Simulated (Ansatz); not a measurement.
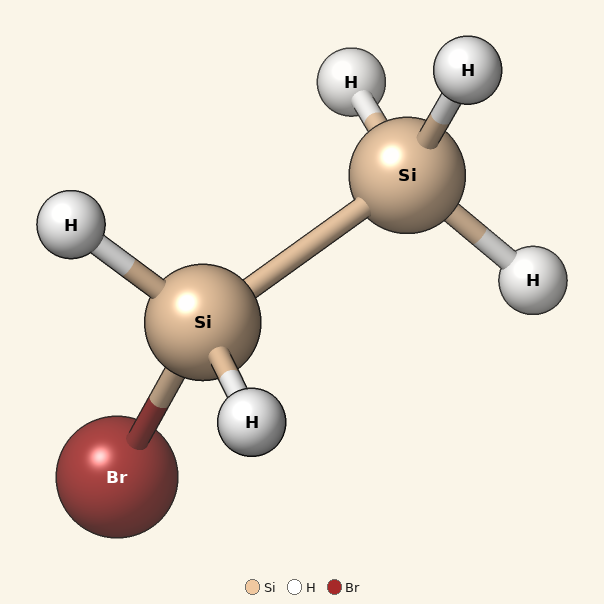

Ball-and-stick drawing of a structure. Every bond is drawn as one stick, whatever its order.

The computed structure is the end point of a PBE0-D4/def2-TZVP optimisation.

Give the formula.

BrH₅Si₂, 8 atoms: 1 bromine, 5 hydrogen and 2 silicon.

Count the bonded pairs by element.

5 Si–H, 1 Br–Si, 1 Si–Si. Sticks follow a distance rule.

How many sets of symmetry-equivalent atoms are there?

6: 1 Si, 2 H, 1 Si, 1 Br, 1 H, 2 H.

More results for the same structure follow; atom numbers are the same in all pictures, views and colours differ.

## Shape

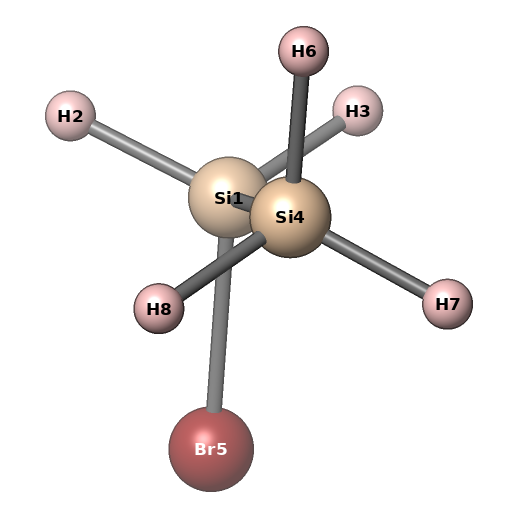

Si1 lies behind Si4. The molecule seen a little off the Si4–Si1 bond, Si4 in front. Distant atoms are faded towards the background colour.

What is the torsion angle H6–Si4–Si1–Br5? The sign is positive where the front bond must turn clockwise to cover the back bond.

180°, antiperiplanar (anti). The bonds about Si4–Si1 are staggered.

## Dipole moment

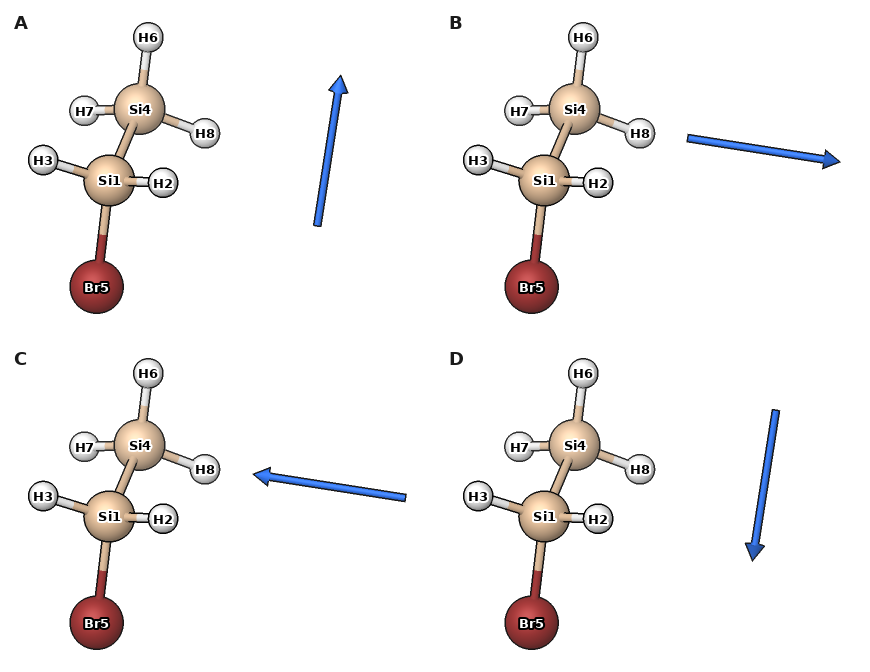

The same molecule four times, each with an arrow. Level of theory: RKS PBE0-D4/def2-TZVP (Ansatz 0.2.0).

Which arrow points along the dipole moment, from the negative to the positive end?

A. The dipole moment is 1.42 D; it points from the side of Br5 to the side of H6 (the outermost atoms at the two ends).

## Vibrations

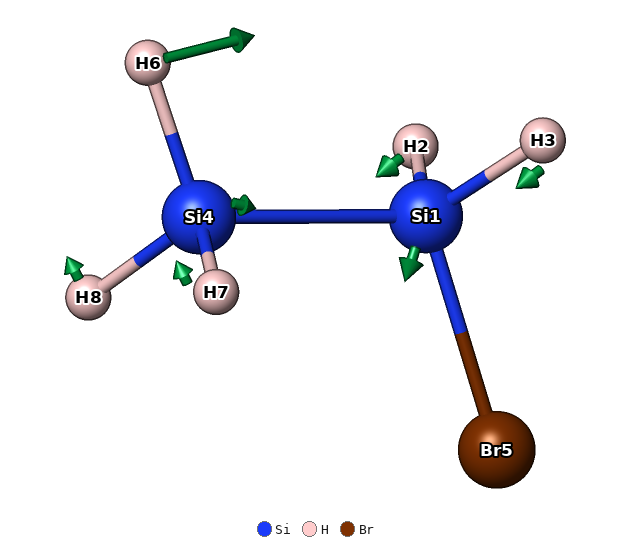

The arrows show one normal mode. Harmonic vibrations computed with RKS PBE0-D4/def2-TZVP (Ansatz 0.2.0) at a stationary point of the same level.

At what wavenumber does it lie?

380 cm⁻¹; it is mode 4 of 18 counted from the lowest.

## Thermal motion

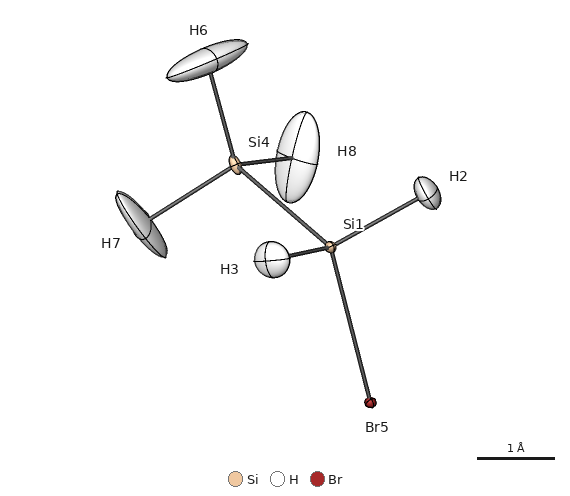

Displacement ellipsoids at the 50 % level, from the internal vibrations of the free molecule (harmonic, no overall translation or rotation; no half-axis is drawn under 0.075 Å). Vibrations computed with RKS PBE0-D4/def2-TZVP (Ansatz 0.2.0). Temperature: 200 K.

Which atom has the largest mean-square displacement?

H6, with U_eq = 0.0707 Å².

Does H8 move more along its bond or across it?

Across it: the root-mean-square amplitude is 0.087 Å along the bond and up to 0.399 Å across, since bending and torsion are softer than stretching.

List U_eq and the three principal root-mean-square amplitudes for each kind of atom.

```tsv
atom	U_eq (Å²)	rms amplitudes (Å)
Si1	0.0021	0.031, 0.032, 0.067
H2, H3	0.0220	0.095, 0.154, 0.182
Si4	0.0027	0.012, 0.023, 0.087
Br5	0.00060	0.009, 0.010, 0.040
H6	0.0707	0.110, 0.203, 0.398
H7, H8	0.0695	0.087, 0.204, 0.399
```
